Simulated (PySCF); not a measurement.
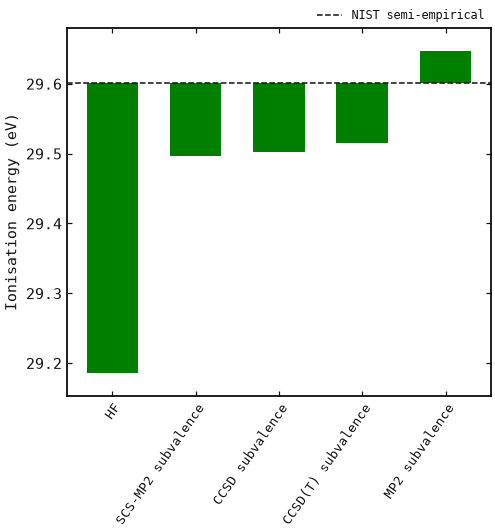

The ionisation energy of an atom or ion with 6 electrons in the configuration [He] 2s² 2p² by several methods. PySCF, aug-cc-pCVTZ-DK plus 1 diffuse shell for each l, spin-free X2C-1e, unrestricted single determinants, no spin-orbit coupling. Methods marked “subvalence” freeze no core electrons.

**Which atom or ion is it?**

N II (N⁺). The values run from 29.185 eV (HF) to 29.647 eV (MP2 subvalence). The NIST semi-empirical value is 29.601 eV; nearest to it come MP2 subvalence (+0.046) and CCSD(T) subvalence (−0.086), furthest HF (−0.416 eV).
